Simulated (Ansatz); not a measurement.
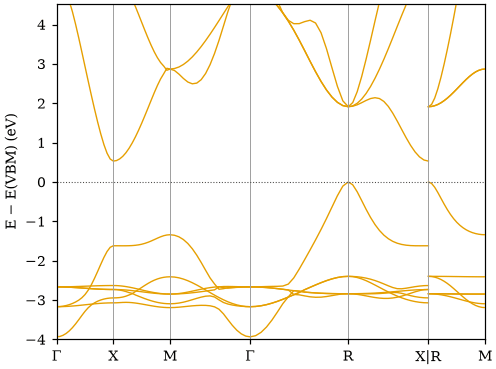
Figure: Band structure from the program Ansatz at the r²SCAN level (PAW)

**Question.** Read off the gap and where the band edges lie.

**Answer.** About 0.5 eV (0.53 eV by a search for the band edges); maximum at R, minimum at X.

The material is RbAu (CsCl type, space group No. 221).

Space group Pm-3m (CsCl type). The workflow started from a Materials Project entry (that database holds measured and hypothetical structures alike); the Crystallography Open Database files this formula in space group No. 221, but the cells were not matched. Whether it is the stable phase at ambient conditions was not checked. Symmetry was held in the r²SCAN relaxation; whether a distortion lowers the energy is not shown. Scalar-relativistic: spin–orbit coupling is off unless named, which matters more the heavier the elements.

Potentials: the later of the program's two PAW sets.
